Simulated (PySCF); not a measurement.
## Electronic structure of C$_{7}$H$_{14}$Si in real space

Input file:

```
{"job": {"xc": "KT2", "basis": "pcSseg-1", "kind": "nmr", "pop": true}, "charge": 0, "multiplicity": 1}
Si     1.727707    -1.339760     0.671113
C      0.792879    -0.201714    -0.546759
C      1.189450     1.270103    -0.403882
C      0.356582     1.740758     0.783160
C     -0.999449     1.058768     0.574277
C     -0.705661    -0.171608    -0.277730
C     -1.501248    -1.429204    -0.102040
C     -1.683092    -0.592516    -1.334759
H      1.149216    -1.259517     2.012551
H      3.134538    -0.931763     0.710142
H      1.646013    -2.724490     0.199352
H      0.988290    -0.548031    -1.566068
H      2.258400     1.413729    -0.247672
H      0.897581     1.823794    -1.300424
H      0.270487     2.826093     0.831253
H      0.815384     1.393058     1.710132
H     -1.465039     0.790624     1.523820
H     -1.682967     1.727217     0.045904
H     -0.998111    -2.379105    -0.202443
H     -2.296221    -1.435623     0.629372
H     -2.602533    -0.034385    -1.440074
H     -1.302619    -0.977043    -2.270075
```

Launched as:

```sh
OMP_NUM_THREADS=1 python ens_run.py task.json out
```

Geometry: GFN2-xTB.

These are results of PySCF, KT2/pcSseg-1, SCF density, gas phase, non-relativistic, not measurements.

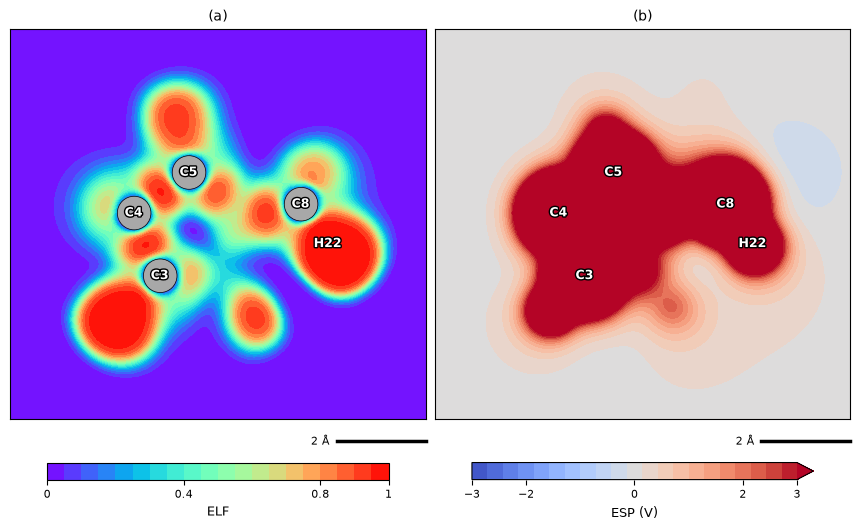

Figure 1. (a) ELF; (b) molecular electrostatic potential on the plane of atoms C3, C4 and C5. Grey discs cover the atomic cores in the ELF map.

Interpret the plot.

The plane passes through C and H nuclei. C–C (1.52 Å): the ELF peaks at about 0.95 between the atoms; a shared electron pair. C–H (1.08 Å): the ELF climbs to about 1 towards the hydrogen, as it does in any bond to H; an ordinary covalent bond to hydrogen. The potential has no marked negative region in this plane.

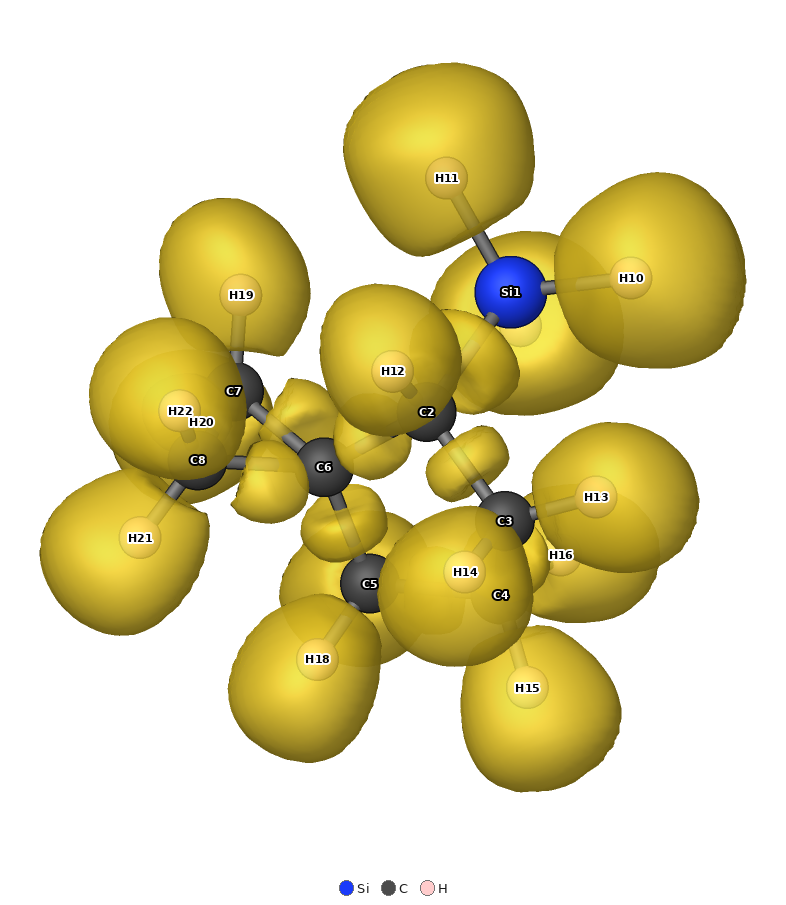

Figure 2. Isosurface of the ELF at 0.75 (yellow), seen across its widest extent. Only the valence region is drawn (cores and ρ < 0.01 e/Å³ removed).

Identify the bonds, lone pairs and shells in this picture.

At this value the surface marks out eight regions between bonded C–C atoms (shared pairs), one region between bonded C–Si atoms (shared pairs) and 14 regions around hydrogen nuclei.


C–C (1.50 Å): the ELF peaks at about 0.85 between the atoms; localised, covalent bonding. C–Si (1.91 Å): the ELF peaks at about 0.95 between the atoms, as expected for a shared electron pair.

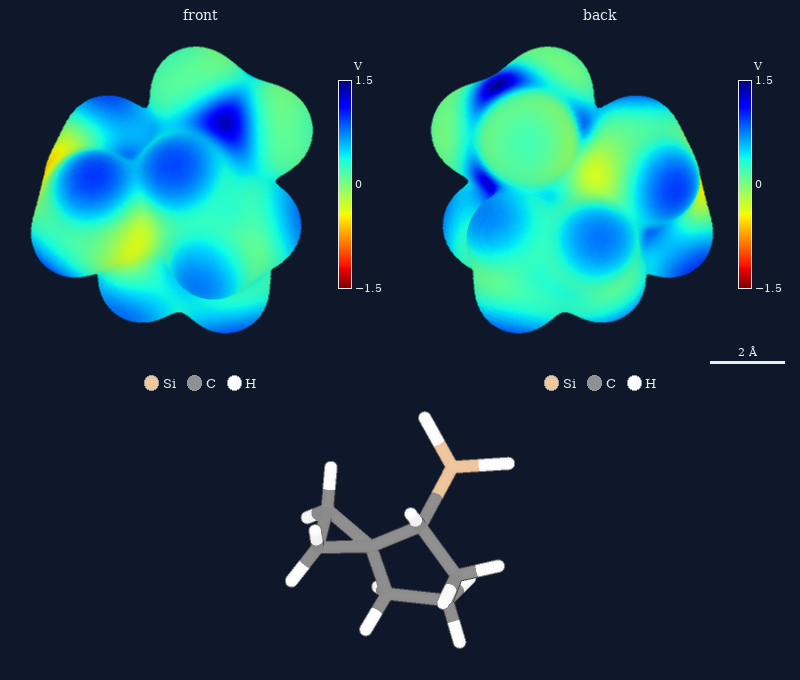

Figure 3. The molecular electrostatic potential painted on the density surface at 0.004 e/bohr³, seen from the front and from behind; red is negative and blue positive. The bare structure is drawn below in the same view.

Where is the surface potential most negative and most positive?

The most negative region (about −0.5 V) lies over C7 and C8, the most positive (about +1.3 V) over Si1.

How polar is the molecule by this calculation?

Its dipole moment is 0.79 D.
